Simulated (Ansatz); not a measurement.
# Calculations on CH$_{8}$AlP

### Relaxation

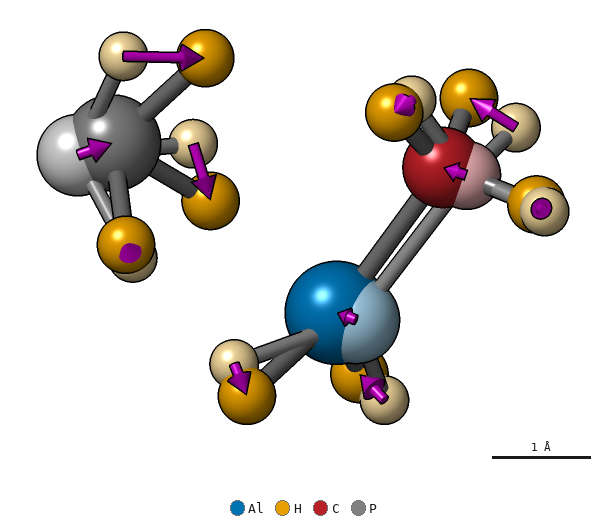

A relaxation of CH8AlP. The starting structure is drawn faded, the final one solid; purple arrows show the displacements, at their true length. The two geometries are superimposed by the best rigid fit.

Style: ball-and-stick. Shown at a tilt.

The run prepares an end point of a later path (reaction) calculation, from a guessed geometry.

Level of theory: Ansatz 0.2.0, RKS LDA/6-31G*. Set-up: no spin polarisation; force threshold 0.03 eV/Å; at most 50 steps.

> Atoms of which element are displaced furthest, and by how much?

Hydrogen: up to 0.86 Å, against 0.38 Å for phosphorus.

> What did the optimiser do to the structure, and how much energy did it gain?

Over 14 accepted moves (15 points after the start) the energy falls by 0.171 eV. Largest force component: 0.43 eV/Å at the start, 0.0068 eV/Å at the end. The line search rejected the trial step at point 5 of the run. The atom that moves furthest after the best rigid fit is an H atom (0.86 Å). By element the largest moves are H 0.86 Å, P 0.38 Å, C 0.25 Å, Al 0.22 Å. Among the contacts that change: Al–P 3.471 → 3.023 Å, Al–H 2.381 → 2.263 Å, Al–H 1.575 → 1.614 Å, H–P 1.438 → 1.454 Å. Cost: 17 s on 2 threads of Intel(R) Xeon(R) Platinum 8259CL CPU @ 2.50GHz (Skylake/Cascade Lake), with other jobs on the host, peak memory 0.15 GiB.

### Relaxation

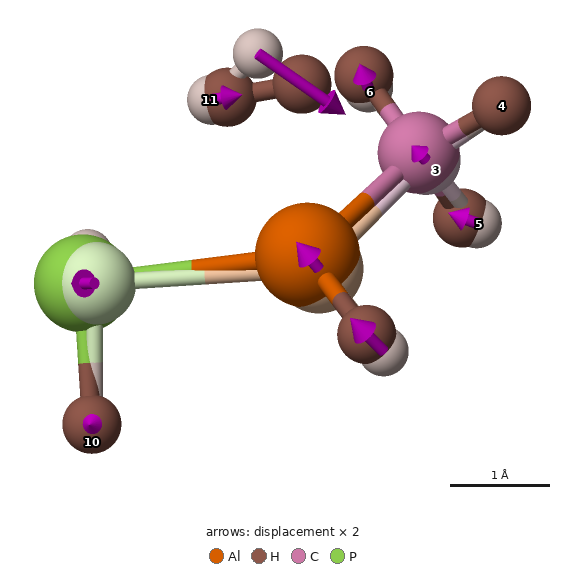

This is a relaxation of CH₈AlP. The starting structure is drawn faded, the final one solid; purple arrows show the displacements, magnified 2 times. The two geometries are superimposed by the best rigid fit.

A ball-and-stick model, seen from a free direction.

The run prepares an end point of a later path (reaction) calculation, from a guessed geometry.

All numbers below come from RKS LDA/6-31G* (Ansatz).

Input
```yaml
crystal:
  periodic: [false, false, false]
  atoms:
    - { symbol: Al, position_ang: [0.174194, 0.861794, -0.311657] }
    - { symbol: H, position_ang: [-0.033274, -0.548339, 2.047558] }
    - { symbol: C, position_ang: [1.790049, -0.114867, -0.785104] }
    - { symbol: H, position_ang: [1.616697, -1.206486, -0.793199] }
    - { symbol: H, position_ang: [2.103188, 0.163746, -1.810325] }
    - { symbol: H, position_ang: [2.642358, 0.09945, -0.116305] }
    - { symbol: H, position_ang: [-1.265761, 0.411669, -0.867813] }
    - { symbol: P, position_ang: [0.145693, 2.651566, 1.120061] }
    - { symbol: H, position_ang: [1.497745, 3.067878, 0.854574] }
    - { symbol: H, position_ang: [-0.429931, 3.551185, 0.152024] }
    - { symbol: H, position_ang: [-0.040355, 0.171704, 1.967586] }
basis:
  gaussian: { orbitals: "6-31G*" }
hamiltonian:
  xc: lda
relax:
  f_tol: 0.03
  max_steps: 50
output:
  orbitals: {}
```

Launched with:
```bash
ansatz run input.yaml --threads 2 --pin off --max-ram 3072MiB --backend cpu --events-out ev --progress --plain --runs-dir out
```

### Which element moves most?

Hydrogen: up to 0.56 Å, against 0.22 Å for phosphorus.

### What did the optimiser do to the structure, and how much energy did it gain?

The largest move after the best rigid fit is that of H2, 0.56 Å. Largest moves by element: H 0.56 Å, P 0.22 Å, Al 0.20 Å, C 0.12 Å. Some distances before and after: Al1–H2 2.756 → 2.199 Å, Al1–H11 2.391 → 2.180 Å, H2–H11 0.725 → 0.778 Å, Al1–P8 2.292 → 2.340 Å. After 11 geometry steps the energy has fallen by 13.5 kJ/mol. Largest force component: 1.9 eV/Å at the start, 0.029 eV/Å at the end.

Limits of the set-up: the start holds two separate molecules, 2.4 Å apart at their closest, whose relative position is a soft coordinate and is computed without a dispersion correction.

### Path

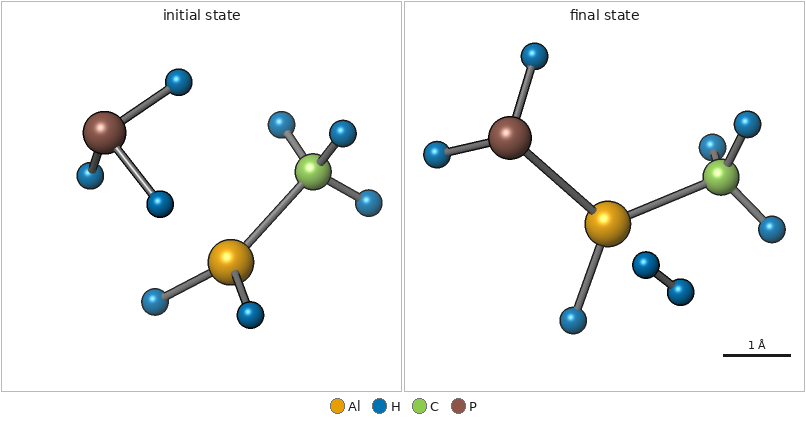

The two relaxed end points of a path for CH$_{8}$AlP. Style: ball-and-stick. Shown at a tilt.

Theory: RKS LDA/6-31G* in Ansatz.

Run with 7 movable images; climbing image; force threshold 0.05 eV/Å; iteration limit 60.

Start:
```xyz
11

Al    0.0226    0.0321    0.0628
H    -0.2658   -0.7114    1.4660
C     1.8224    0.0565   -0.6896
H     2.0192   -0.8851   -1.2397
H     1.9658    0.8813   -1.4116
H     2.6026    0.1351    0.0900
H    -1.2570    0.4445   -0.8244
P     0.2199    2.7760    1.3168
H     1.5080    2.4769    0.7542
H    -0.4804    2.4716    0.0918
H     0.0432    1.4319    1.8411
```

End:
```xyz
11

Al    0.1859    0.8119   -0.1361
H    -0.0204   -0.7246    1.4240
C     1.8585   -0.0413   -0.6621
H     1.7479   -1.1345   -0.7917
H     2.1931    0.3628   -1.6384
H     2.6782    0.1417    0.0578
H    -1.2363    0.2972   -0.6770
P     0.1549    2.7491    1.1770
H     1.3820    3.2600    0.6234
H    -0.6756    3.4567    0.2384
H    -0.0675   -0.0696    1.8421
```

Predict the minimum-energy path and its barrier.

Answer. Forward barrier 50.9 kJ/mol, backward barrier 74.9 kJ/mol, with image 3 at the top; the reaction energy is −24.1 kJ/mol. Breaking: Al1–H2 (1.61 → 1.72 at the top → 2.20 Å), P8–H11 (1.45 → 1.77 at the top → 2.90 Å). Forming: Al1–P8 (3.02 → 2.61 at the top → 2.34 Å), H2–H11 (2.20 → 1.14 at the top → 0.78 Å). The band is converged. At the top, the vibrational analysis gives one imaginary mode (912i cm⁻¹), as a transition state must have.

Energies of the converged images:

```
image  path (Å)  E (kJ/mol)
    0      0.00         0.0
    1      0.42         1.6
    2      0.85        20.2
    3      1.27        50.9
    4      1.68        19.9
    5      2.08       -10.5
    6      2.49       -21.3
    7      2.89       -23.6
    8      3.30       -24.1
```

The geometry at the top of the path:

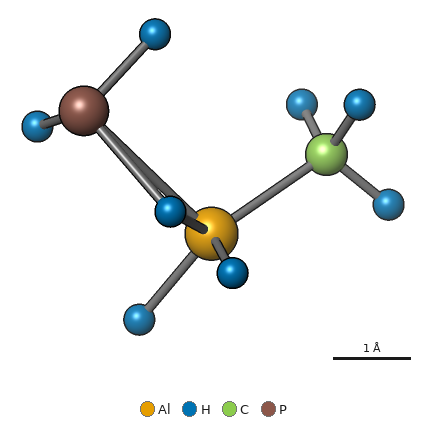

Cost: 110 s on 2 threads of Intel(R) Xeon(R) Platinum 8259CL CPU @ 2.50GHz (Skylake/Cascade Lake), with other jobs on the host, peak memory 0.13 GiB.
